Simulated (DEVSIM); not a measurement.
System: Ru/SiO2/p-Si capacitor, at 250 K.

```csv
layer (left to right),material,thickness (nm),Na (cm⁻³)
1,SiO2,2.60,-
2,Si,7100,6.6e14
```

Metal gate on the left, work function 4.7 eV. Fixed charge at the semiconductor interface -8.4e10 cm⁻² (in units of +e); no interface traps.

This is a model device: material constants are rounded textbook-type values typed into the input, and sizes, dopings and lifetimes were drawn at random. Values at 300 K; Nc and Nv go as T^1.5, mobilities as T to minus their exponent, the gap by Varshni's rule with the affinity fixed.

```
parameter         SiO2        Si
----------------  ----  --------
gap (eV)             9     1.124
affinity (eV)      0.9      4.05
permittivity       3.9      11.7
Nc (cm⁻³)            -   2.86e19
Nv (cm⁻³)            -    3.1e19
Varshni α (eV/K)     -  0.000473
Varshni β (K)        -       636
```

Simulated with DEVSIM: 1D Poisson equation in equilibrium, Boltzmann statistics, complete ionisation; no quantum confinement or tunnelling. Metal contacts follow the ideal Schottky-Mott rule: no Fermi-level pinning, no interface dipoles.

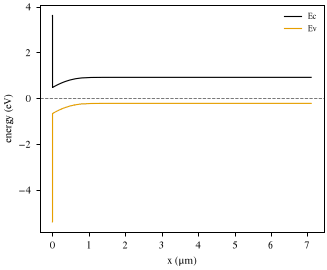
Figure: Band edges at 0.2 V on the gate

Energies count from the Fermi level of the right contact; mesh points crowd at the junctions.

```json
[
 {"x (μm)": "0.000", "Ec (eV)": "3.600", "Ev (eV)": "-5.400", "n (cm⁻³)": "< 1e2", "p (cm⁻³)": "< 1e2", "field (V/cm)": "67000"},
 {"x (μm)": "0.0009474", "Ec (eV)": "3.606", "Ev (eV)": "-5.394", "n (cm⁻³)": "< 1e2", "p (cm⁻³)": "< 1e2", "field (V/cm)": "67000"},
 {"x (μm)": "0.001938", "Ec (eV)": "3.613", "Ev (eV)": "-5.387", "n (cm⁻³)": "< 1e2", "p (cm⁻³)": "< 1e2", "field (V/cm)": "67000"},
 {"x (μm)": "0.002862", "Ec (eV)": "0.468", "Ev (eV)": "-0.669", "n (cm⁻³)": "8.2e9", "p (cm⁻³)": "790000", "field (V/cm)": "9300"},
 {"x (μm)": "0.005506", "Ec (eV)": "0.470", "Ev (eV)": "-0.666", "n (cm⁻³)": "7.3e9", "p (cm⁻³)": "880000", "field (V/cm)": "9200"},
 {"x (μm)": "0.01061", "Ec (eV)": "0.475", "Ev (eV)": "-0.661", "n (cm⁻³)": "5.8e9", "p (cm⁻³)": "1100000", "field (V/cm)": "9200"},
 {"x (μm)": "0.02144", "Ec (eV)": "0.485", "Ev (eV)": "-0.651", "n (cm⁻³)": "3.7e9", "p (cm⁻³)": "1700000", "field (V/cm)": "9100"},
 {"x (μm)": "0.05862", "Ec (eV)": "0.518", "Ev (eV)": "-0.618", "n (cm⁻³)": "8.0e8", "p (cm⁻³)": "8100000", "field (V/cm)": "8700"},
 {"x (μm)": "0.1304", "Ec (eV)": "0.578", "Ev (eV)": "-0.559", "n (cm⁻³)": "5.0e7", "p (cm⁻³)": "1.3e8", "field (V/cm)": "8000"},
 {"x (μm)": "0.2826", "Ec (eV)": "0.687", "Ev (eV)": "-0.449", "n (cm⁻³)": "310000", "p (cm⁻³)": "2.1e10", "field (V/cm)": "6400"},
 {"x (μm)": "0.6356", "Ec (eV)": "0.850", "Ev (eV)": "-0.286", "n (cm⁻³)": "160", "p (cm⁻³)": "4.1e13", "field (V/cm)": "2900"},
 {"x (μm)": "1.815", "Ec (eV)": "0.910", "Ev (eV)": "-0.226", "n (cm⁻³)": "< 1e2", "p (cm⁻³)": "6.6e14", "field (V/cm)": "≈ 0"},
 {"x (μm)": "3.896", "Ec (eV)": "0.910", "Ev (eV)": "-0.226", "n (cm⁻³)": "< 1e2", "p (cm⁻³)": "6.6e14", "field (V/cm)": "≈ 0"},
 {"x (μm)": "5.633", "Ec (eV)": "0.910", "Ev (eV)": "-0.226", "n (cm⁻³)": "< 1e2", "p (cm⁻³)": "6.6e14", "field (V/cm)": "≈ 0"},
 {"x (μm)": "6.606", "Ec (eV)": "0.910", "Ev (eV)": "-0.226", "n (cm⁻³)": "< 1e2", "p (cm⁻³)": "6.6e14", "field (V/cm)": "≈ 0"},
 {"x (μm)": "6.876", "Ec (eV)": "0.910", "Ev (eV)": "-0.226", "n (cm⁻³)": "< 1e2", "p (cm⁻³)": "6.6e14", "field (V/cm)": "≈ 0"},
 {"x (μm)": "6.999", "Ec (eV)": "0.910", "Ev (eV)": "-0.226", "n (cm⁻³)": "< 1e2", "p (cm⁻³)": "6.6e14", "field (V/cm)": "≈ 0"},
 {"x (μm)": "7.057", "Ec (eV)": "0.910", "Ev (eV)": "-0.226", "n (cm⁻³)": "< 1e2", "p (cm⁻³)": "6.6e14", "field (V/cm)": "≈ 0"},
 {"x (μm)": "7.088", "Ec (eV)": "0.910", "Ev (eV)": "-0.226", "n (cm⁻³)": "< 1e2", "p (cm⁻³)": "6.6e14", "field (V/cm)": "≈ 0"},
 {"x (μm)": "7.096", "Ec (eV)": "0.910", "Ev (eV)": "-0.226", "n (cm⁻³)": "< 1e2", "p (cm⁻³)": "6.6e14", "field (V/cm)": "≈ 0"},
 {"x (μm)": "7.101", "Ec (eV)": "0.910", "Ev (eV)": "-0.226", "n (cm⁻³)": "< 1e2", "p (cm⁻³)": "6.6e14", "field (V/cm)": "≈ 0"},
 {"x (μm)": "7.103", "Ec (eV)": "0.910", "Ev (eV)": "-0.226", "n (cm⁻³)": "< 1e2", "p (cm⁻³)": "6.6e14", "field (V/cm)": "≈ 0"}
]
```
